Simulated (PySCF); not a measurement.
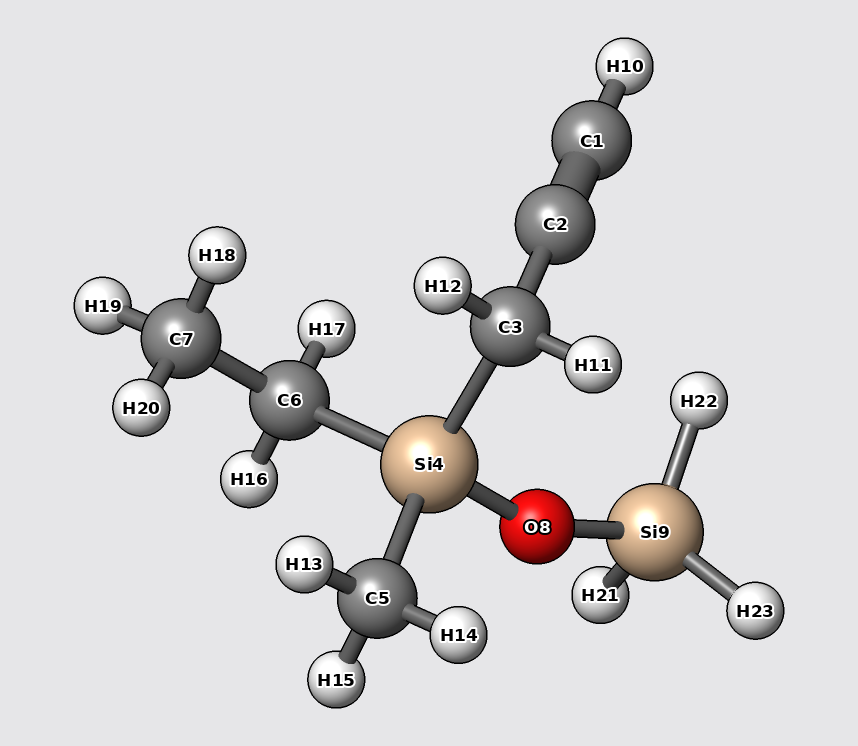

The thickness of each stick grows with its Mayer bond order. The geometry was computed by an optimisation with GFN2-xTB. No frequency run is at hand to confirm it as a minimum. Level of theory: PBE0/pcSseg-1 (PySCF 2.14.0).

Question. Which bond between heavy atoms has the highest Mayer bond order?

Answer. C1–C2, 2.54, at a length of 1.197 Å.

Question. Which bond between heavy atoms has the lowest Mayer bond order?

Answer. C3–Si4, 0.82, at 1.921 Å.

List the Mayer bond orders of C1–C2, C2–C3, C3–Si4, Si4–C5, Si4–C6, Si4–O8, C6–C7, O8–Si9 (bonds between heavy atoms, one of each equivalent set).

| bond | Mayer order | length (Å) |
| --- | --- | --- |
| C1–C2 | 2.54 | 1.197 |
| C2–C3 | 1.11 | 1.442 |
| C3–Si4 | 0.82 | 1.921 |
| Si4–C5 | 0.95 | 1.902 |
| Si4–C6 | 0.90 | 1.906 |
| Si4–O8 | 0.92 | 1.629 |
| C6–C7 | 1.05 | 1.526 |
| O8–Si9 | 0.94 | 1.620 |

The geometry is semi-empirical. Around Si such bond lengths and angles can be off by a tenth of an ångström or more and by several degrees, and values that hang on the shape move with them.
